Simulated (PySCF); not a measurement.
## Electronic structure of CH13NSi4 in real space

```xyz
19

C     2.9265    0.0868    0.0762
Si    1.8221   -0.5745   -1.3238
Si   -0.3794    0.1007   -1.0175
Si   -0.7680    2.1388    0.0143
N    -1.1210   -1.1557   -0.0499
Si   -2.7283   -1.2755    0.5768
H     3.9658   -0.1931   -0.0685
H     2.8833    1.1714    0.1289
H     2.6153   -0.2994    1.0429
H     2.3819   -0.0694   -2.5873
H     2.0322   -2.0345   -1.3709
H    -1.0699    0.0906   -2.3356
H    -0.5541    2.1328    1.4655
H    -2.1063    2.7064   -0.1860
H     0.1672    3.1420   -0.5166
H    -0.6420   -2.0420   -0.0805
H    -2.6695   -2.2713    1.6480
H    -3.0745    0.0560    1.0687
H    -3.6912   -1.7010   -0.4468
```

Geometry: GFN2-xTB.

All numbers below come from PBE0/pcSseg-1, SCF density, gas phase, non-relativistic (PySCF).

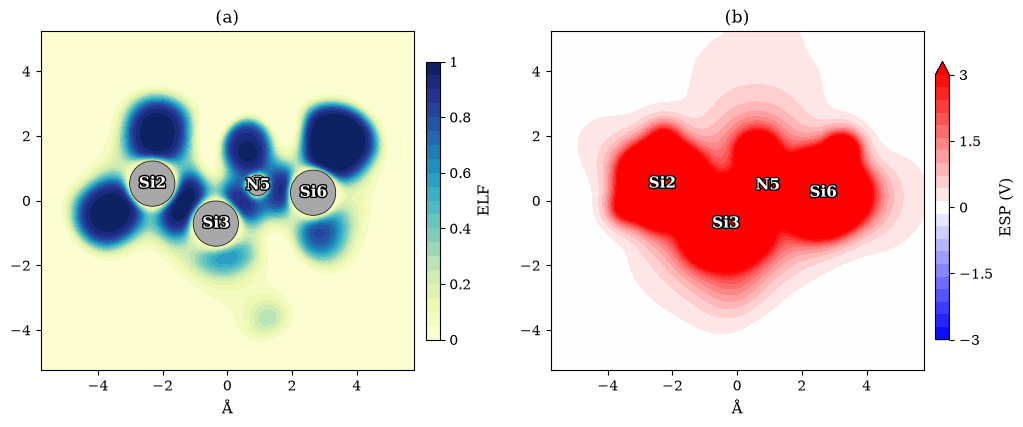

Figure 1. (a) ELF; (b) electrostatic potential on the plane of atoms Si3, N5 and Si6. Grey discs cover the atomic cores in the ELF map.

Q: What does the map show?

A: The plane passes through Si and N nuclei.
Si–N (1.73 Å): the ELF peaks at about 0.90 between the atoms, as expected for a polar covalent bond.
Si–Si (2.32 Å): the ELF peaks at about 1 between the atoms, as expected for localised, covalent bonding.
The potential has no marked negative region in this plane.

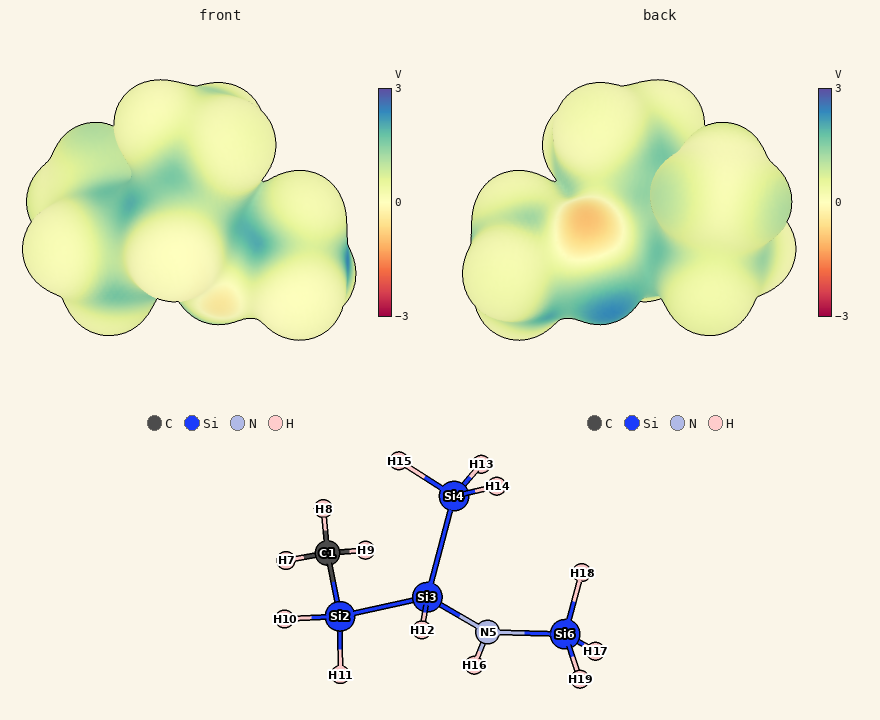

Figure 2. The electrostatic potential painted on the density surface at 0.004 e/bohr³, seen from the front and from behind; red is negative and blue positive. The bare structure is drawn below in the same view.

Q: Which sites attract a positive test charge, and which a negative one?

A: A positive charge is drawn to the negative regions and a negative charge to the positive ones. The most negative region (about −0.9 V) lies over N5, the most positive (about +2.2 V) over Si6 and H16.

Q: What dipole moment does the calculation give?

A: Its dipole moment is 1.02 D.
